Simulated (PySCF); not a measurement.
# [Nd(P5)2]+: forces at shaken geometries

Aim: move all atoms of relaxed [Nd(P5)2]+ at random and read energies and forces. It is a constructed species; whether it can be made isn't addressed.

Method: r2SCAN, Nd lcecp-1-SVP with ECP49, P def2-SVP; scalar-relativistic core potentials, no spin–orbit coupling; program: PySCF 2.14.0.

4 further runs of the same task are left out: 2 for a known fault of the program, 1 that didn't finish, 1 set aside as unsound or not needed.

## Step 1: The starting structure

11 atoms, charge 1, spin multiplicity 1.

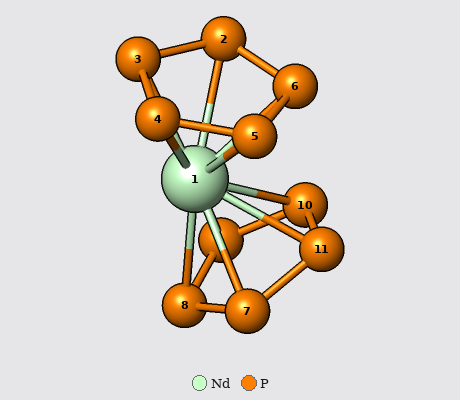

The geometry (neodymium light green, phosphorus orange); atoms are numbered from 1 in the order of the file.

As a file:

```xyz
11
charge 1, multiplicity 1
Nd   -0.73207    0.00001    0.00000
P     0.17478    1.81938    2.35883
P    -1.48018    0.56947    2.91382
P    -0.85462   -1.46809    2.70382
P     1.16674   -1.48158    2.00306
P     1.80701    0.55842    1.79811
P     0.17479   -1.81938   -2.35882
P    -1.48018   -0.56949   -2.91381
P    -0.85463    1.46808   -2.70383
P     1.16673    1.48158   -2.00307
P     1.80701   -0.55842   -1.79810
```

Formal oxidation states: Nd +3. Each metal's 3 4f electrons lie in its core potential, so multiplicities, spins and levels count the valence alone. An earlier session relaxed this geometry at r2SCAN, Nd lcecp-1-SVP with ECP49, P def2-SVP (singlet, point group C2).

Its energy there is -3446.160823 Eh.

## Step 2: Atoms moved at random, σ = 0.15 Å

run.py (the lines that set the calculation)

```python
mol = gto.M(atom='''
Nd    -0.81040    -0.09933     0.16260
P      0.15412     1.51413     2.57423
P     -1.42395     0.64188     2.66031
P     -0.76242    -1.47335     2.39120
P      1.13862    -1.45198     1.91352
P      1.47012     0.44301     1.85839
P      0.27251    -1.57497    -2.26529
P     -1.00136    -0.55952    -2.88087
P     -0.76117     1.45236    -2.75674
P      0.81447     1.67579    -1.97872
P      1.80485    -0.56803    -1.67863''',
    basis={'Nd': 'lcecp-1-SVP', 'P': 'def2-SVP'},
    ecp={'Nd': 'lcecp-1-SVP'},
    charge=1, spin=0)
mf = dft.RKS(mol, xc='R2SCAN')
mf.grids.atom_grid = (50, 194)  # f atoms: unpruned, at least (60, 302)
mf = mf.density_fit()  # fitting sets: Nd AutoAux, P def2-universal-JKFIT
mf.conv_tol = 1e-08; mf.max_cycle = 55
mf.kernel(dm0)  # dm0: the density of the relaxed state
```

On the command line:

```console
$ OMP_NUM_THREADS=4 python run.py
```

## Step 3: Atoms moved at random, σ = 0.15 Å

run.py (the lines that set the calculation)

```python
mol = gto.M(atom='''
Nd    -0.51194     0.17699    -0.28468
P      0.23150     1.79928     2.27773
P     -1.53964     0.57547     2.93412
P     -0.97955    -1.55233     2.54494
P      1.33817    -1.80522     1.82568
P      1.88107     0.60543     1.97253
P      0.36276    -1.47746    -1.98359
P     -1.69887    -0.53556    -2.70508
P     -1.06080     1.63058    -2.62563
P      1.31341     1.36733    -2.16098
P      1.55927    -0.78454    -1.79504''',
    basis={'Nd': 'lcecp-1-SVP', 'P': 'def2-SVP'},
    ecp={'Nd': 'lcecp-1-SVP'},
    charge=1, spin=0)
mf = dft.RKS(mol, xc='R2SCAN')
mf.grids.atom_grid = (50, 194)  # f atoms: unpruned, at least (60, 302)
mf = mf.density_fit()  # fitting sets: Nd AutoAux, P def2-universal-JKFIT
mf.conv_tol = 1e-08; mf.max_cycle = 55
mf.kernel(dm0)  # dm0: the density of the relaxed state
```

## Step 4: Atoms moved at random, σ = 0.06 Å

run.py (the lines that set the calculation)

```python
mol = gto.M(atom='''
Nd    -0.78124     0.03241     0.04060
P      0.21426     1.76591     2.45972
P     -1.44615     0.60461     2.95260
P     -0.89513    -1.47900     2.79908
P      1.13867    -1.49197     1.91615
P      1.85487     0.58020     1.81494
P      0.19672    -1.79283    -2.41773
P     -1.42588    -0.59988    -2.93137
P     -0.88085     1.46596    -2.77879
P      1.20934     1.47032    -2.02995
P      1.71077    -0.55573    -1.82526''',
    basis={'Nd': 'lcecp-1-SVP', 'P': 'def2-SVP'},
    ecp={'Nd': 'lcecp-1-SVP'},
    charge=1, spin=0)
mf = dft.RKS(mol, xc='R2SCAN')
mf.grids.atom_grid = (50, 194)  # f atoms: unpruned, at least (60, 302)
mf = mf.density_fit()  # fitting sets: Nd AutoAux, P def2-universal-JKFIT
mf.conv_tol = 1e-08; mf.max_cycle = 55
mf.kernel(dm0)  # dm0: the density of the relaxed state
```

**Question.** What will these runs give? Wanted: for each run, σ; energy rise; harmonic estimate −½ F·u; largest force component.

The runs gave:

| σ (Å) | energy rise (eV) | harmonic estimate −½ F·u (eV) | largest force component (eV/Å) |
| --- | --- | --- | --- |
| 0.15 | 9.180 | 10.826 | 13.02 |
| 0.15 | 17.616 | 27.180 | 57.62 |
| 0.06 | 0.354 | 0.358 | 1.83 |

Every displacement raises the energy. For a harmonic well the rise equals −½ F·u; the two differ by at most 54 % here (a move with σ = 0.15 Å), from anharmonicity, the grid and the small forces left at the relaxed point. These are double-zeta-type bases without diffuse functions. Spin–orbit coupling is left out.
